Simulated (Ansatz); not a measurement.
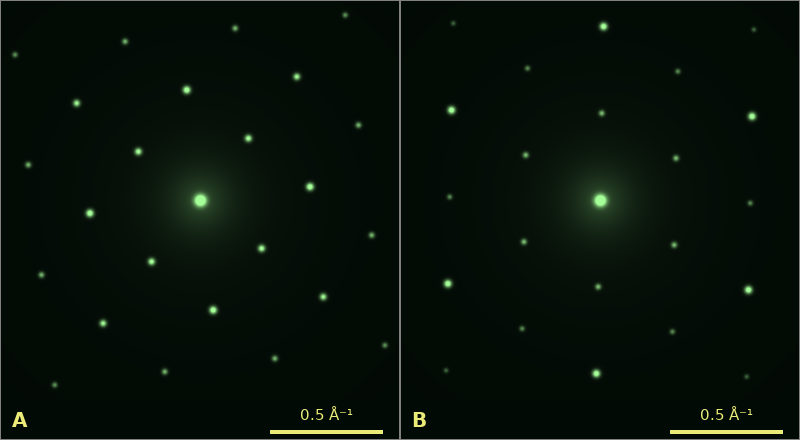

Kinematic electron diffraction patterns (120 kV, B = 0.5 Å², same scale, each along a low-index zone) of two structures of composition FeIr2, each relaxed at zero pressure with DFT PBE, scalar-relativistic, plane waves, PAW (Ansatz 0.2.0). Each run keeps the magnetic state that it reached.

The structures (standard cells):
1. Fd-3m (No. 227), a = 7.242 Å, 24 atoms; generated start, possibly hypothetical
2. Fm-3m (No. 225), a = 5.669 Å, 12 atoms; generated start, possibly hypothetical

> Which pattern belongs to which structure, and along which zone?

A is structure 2 along [001] or an equivalent direction: square net of 2 0 0 at d = 2.83 Å and 0 2 0 at d = 2.83 Å, 90.0° apart. B is structure 1 along [111] or an equivalent direction: hexagonal net of -2 2 0 at d = 2.56 Å and -2 0 2 at d = 2.56 Å, 60.0° apart.

> Which structure lies lowest at this level of theory, and by how much?

Structure 2 (Fm-3m, 15.19 Å³ an atom) is the lowest of these; structure 1 (Fd-3m, 15.83 Å³ an atom) lies about 170 meV an atom higher. These are static energies at 0 K; other structures, not shown, may lie lower still.
